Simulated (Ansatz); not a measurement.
# Tunnelling from Al(111) to Al(111): the current at the widest gap

Three vacuum gaps between Al(111) and Al(111) are known. What current density flows at 0.25 V across 6.5 Å?

Set-up. Ansatz 0.2.0, plane waves with PAW datasets, PBEsol; a slab with two metal leads whose outer parts are reservoirs, with density and current solved under bias (Landauer, 300 K). The gap is counted from plane to plane of nuclei, and atoms stay on ideal sites.

Results; the value marked ? is to be predicted:

| gap (Å) | drop between the leads' cuts at 0.25 V (V) | current density at 0.25 V (A/m²) |
| --- | --- | --- |
| 3.5 | 0.127 | 1.68×10¹⁴ |
| 4.5 | 0.217 | 4.76×10¹³ |
| 5.5 | 0.244 | 8.94×10¹² |
| 6.5 | 0.248 | ? |

Worked fit:

Tunnelling falls as exp(−βd). From 3.5 to 4.5 Å, β = ln(1.68×10¹⁴/4.76×10¹³)/1 = 1.26 Å⁻¹, and from 4.5 to 5.5 Å it is 1.67 Å⁻¹; the slope still steepens as the gap leaves contact, so the wider pair is taken. Then 8.94×10¹² × exp(−1.67 × 1). Predicted: 1.68×10¹² A/m².

Check against the run:

1.23×10¹² A/m², so the prediction is 36 % too high. The last step has β = 1.98 Å⁻¹, an apparent barrier ħ²β²/8m of 3.7 eV: the decay of this current is still steepening. The conductances at 0 V give β = 1.58 and 1.62 Å⁻¹ for the last two steps; at 6.5 Å that conductance times the bias is 1.6 times the current, an excess of like faces at zero bias that the bias removes, so it is the poorer guide to the barrier.

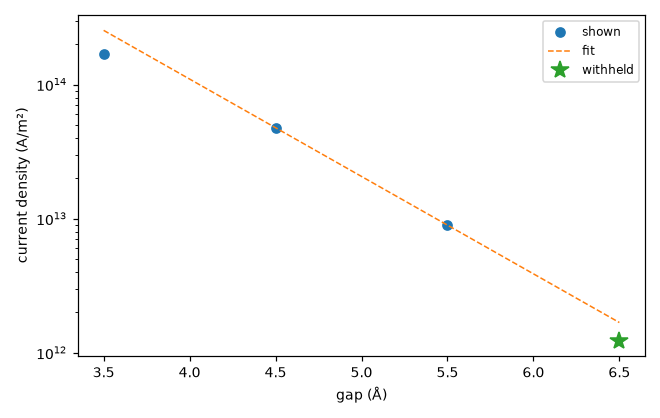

Current density against the gap.

**Limits.** On every other k-point the currents of these runs, at any bias, move by up to 3.3 %. A semilocal functional lacks the image potential's tail.
